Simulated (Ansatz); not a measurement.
**Hypothetical diamond La, pressure series**

Take La in the diamond structure (space group Fd-3m, No. 227; a = 6.5632 Å; a hypothetical phase, not in the database extracts checked) as the base.

Cell and atoms are relaxed at each pressure.

Level of theory: PBEsol, PAW, 420 eV (Ansatz, a quantum-chemistry and plane-wave program; without spin-orbit coupling).

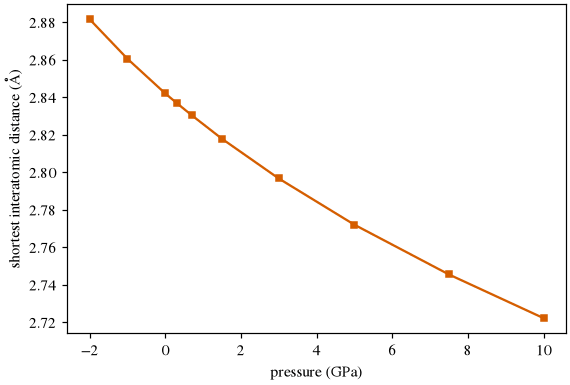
Figure. Shortest interatomic distance against pressure

### Question
From the plot, what is the shortest interatomic distance for pressure 7.5 GPa?

### Answer
About 2.75 Å.

### Question
Is the trend monotonic over the range shown?

### Answer
Yes, it falls throughout, spanning 2.722 Å to 2.882 Å.

Load acts through the strain it causes; cell and atoms are relaxed under it. No phonon test of stability was made. No other phases were tried under pressure.
